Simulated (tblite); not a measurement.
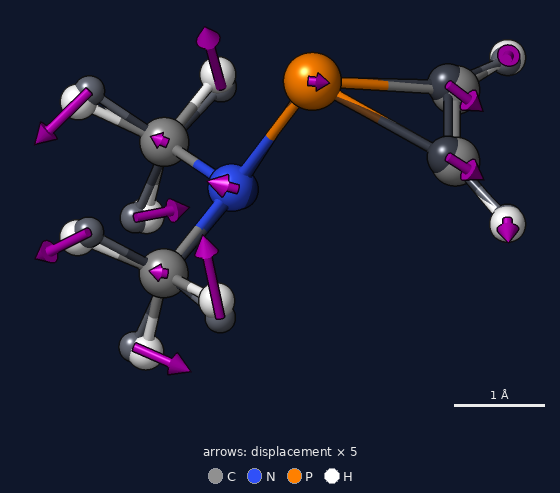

This is a relaxation of C₄H₈NP. The starting structure is drawn faded, the final one solid; purple arrows show the displacements, magnified 5 times. The two geometries are superimposed by the best rigid fit.

A ball-and-stick model, seen from a free direction.

Method: GFN2-xTB geometry optimisation, gas phase in tblite 0.8.0. 

Question: Which element moves most?

Answer: Hydrogen: up to 0.21 Å, against 0.11 Å for carbon.

Question: What happened in the run?

Answer: The largest moves after the best rigid fit, 0.21 Å, are those of H atoms. Largest moves by element: H 0.21 Å, C 0.11 Å, N 0.08 Å, P 0.05 Å. Some distances before and after: C–P 1.779 → 1.833 Å, N–P 1.712 → 1.748 Å, C–N 1.461 → 1.448 Å, C–H 1.102 → 1.097 Å. Bond angles that change, for instance: P–C–H 153.6° → 146.5°, C–C–H 138.3° → 144.4°, P–C–H 152.5° → 146.5°. The energy falls by 16.5 kJ/mol in 46 geometry steps.
